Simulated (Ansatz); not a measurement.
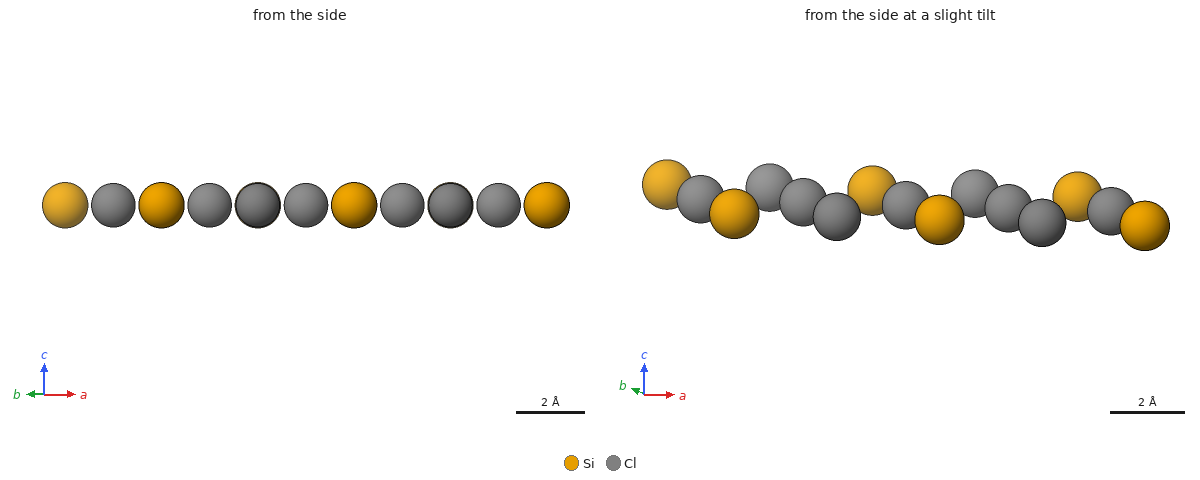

A spheres-only picture of a periodic sheet, seen from the side and from the side at a slight tilt. The surface normal points up in side views; the vacuum is left out. 2×1 cells are drawn in the plane, with atoms at the edges repeated.

The cell holds 1 Si, 3 Cl.

> Which elements lie outermost on each side?

The top face ends in Cl and Si, the bottom face in Cl and Si. The two faces are alike.

> How far does the slab extend along the normal?

About 0.0 Å from the lowest to the highest atom.

It goes back to a random cell made by a generator, so it need not be a real form of the compound. Relaxation method: Ansatz, DFT PBE, scalar-relativistic, plane waves, PAW.
